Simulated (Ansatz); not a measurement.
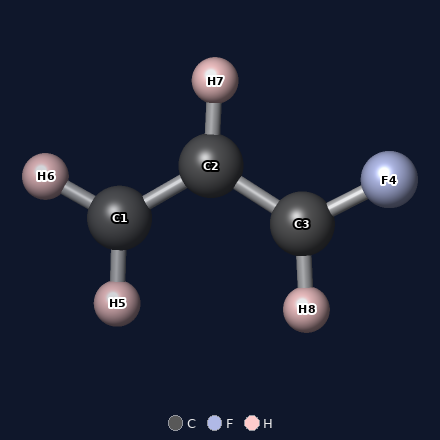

The system is C₃H₄F, SMILES [CH2+]C=CF, charge +1; the picture shows the reference structure. Coordinates scanned: (1) dihedral C1–C2–C3–F4; (2) dihedral H5–C1–C2–C3. Nothing is relaxed (all other coordinates rigid). The grid has 18 × 18 points; 164 points were computed and 160 follow by symmetry. Points are written as (first, second). Energies are in kJ/mol, from the lowest grid point. Energies and slopes of some neighbouring points disagree (a jump in structure or state, or too coarse a mesh). Method: RKS r2SCAN-D4/def2-SVP in Ansatz.

Its coordinates:

```xyz
8

C    -0.7544    0.9482   -0.1776
C     0.3473    0.2828    0.2951
C     0.4782   -1.0702   -0.0267
F     1.4759   -1.7385    0.3821
H    -1.5150    0.4468   -0.7892
H    -0.9099    2.0105    0.0432
H     1.1184    0.7648    0.9073
H    -0.2404   -1.6444   -0.6343
```

Range: dihedral C1–C2–C3–F4 from −180 to 160°; dihedral H5–C1–C2–C3 from −180 to 160°.

What will the energy surface look like?

Answer. The lowest grid point is at (−180°, 0°). Other grid points that lie below all their neighbours: (−180°, −180°) (0.07 kJ/mol higher); (0°, 0°) (7 kJ/mol higher); (0°, −180°) (7 kJ/mol higher). The highest grid point, (−100°, 80°), lies 430 kJ/mol above the lowest.

| dihedral H5–C1–C2–C3 ↓, dihedral C1–C2–C3–F4 → | −180 | −140 | −100 | −60 | −20 | 20 | 60 | 100 | 140 |
| --- | --- | --- | --- | --- | --- | --- | --- | --- | --- |
| 160 | 14 | 44 | 122 | 99 | 31 | 27 | 85 | 135 | 63 |
| 120 | 120 | 143 | 250 | 242 | 136 | 126 | 200 | 297 | 193 |
| 80 | 197 | 279 | 430 | 295 | 201 | 211 | 345 | 354 | 228 |
| 40 | 55 | 116 | 197 | 127 | 65 | 73 | 156 | 170 | 79 |
| 0 | 0 | 38 | 110 | 75 | 15 | 15 | 75 | 110 | 38 |
| −40 | 55 | 79 | 170 | 156 | 73 | 65 | 127 | 197 | 116 |
| −80 | 197 | 228 | 354 | 345 | 211 | 201 | 295 | 430 | 279 |
| −120 | 120 | 193 | 297 | 200 | 126 | 136 | 242 | 250 | 143 |
| −160 | 14 | 63 | 135 | 85 | 27 | 31 | 99 | 122 | 44 |

The table holds every second grid line.

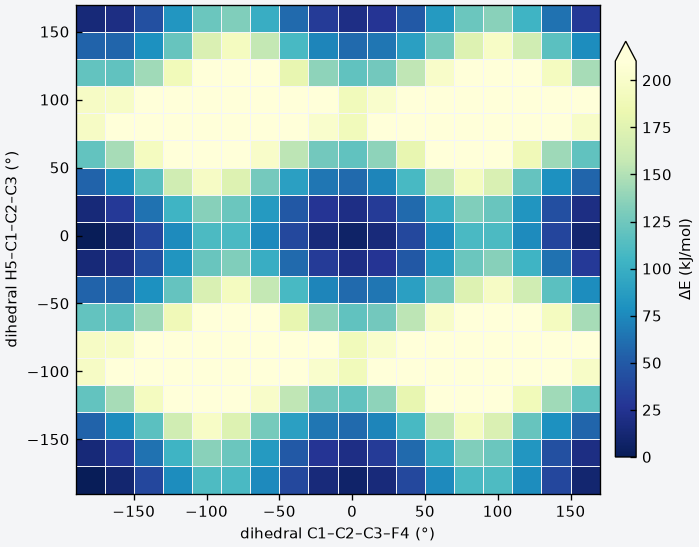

Drawn: one coloured cell a grid point, one colour for all values above the top of the scale.

Time for the 164 points that were run: 10 min on 1 thread of Arm Neoverse V1, with other jobs on the host.
